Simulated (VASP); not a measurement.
Here is the system:

```
CELL_PARAMETERS angstrom
     -2.18563     2.18563     4.33123
      2.18563    -2.18563     4.33123
      2.18563     2.18563    -4.33123
ATOMIC_POSITIONS crystal
  Be 0.00000 0.00000 0.00000
  Zn 0.50000 0.50000 0.00000
  Zn 0.25000 0.75000 0.50000
  Zn 0.75000 0.25000 0.50000
  O  0.66909 0.66909 0.56126
  O  0.33091 0.89218 0.00000
  O  0.10782 0.10782 0.43874
  O  0.89218 0.33091 0.00000
```

Method: PBEsol GGA, VASP's PBE PAW potentials (set 64) (plane waves; VASP). Run with 520 eV cut-off, 8×8×8 Γ-centred mesh, tetrahedra with Blöchl corrections, potentials Be Zn O.

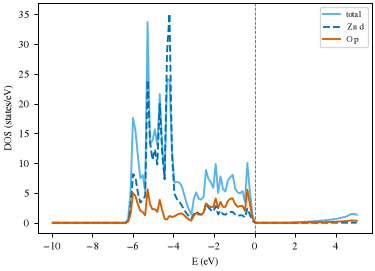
Total and projected density of states, zero at the valence-band maximum

Within 2 eV below the valence-band maximum the largest weight inside VASP's projection spheres is O p, then Zn d.

The gap is direct, 1.55 eV, from the valence maximum at Γ to the conduction minimum at Γ.

The structure comes from a computed database's BeZn3O4 entry (I-42m); how it stands against other phases isn't given here. It was relaxed first.
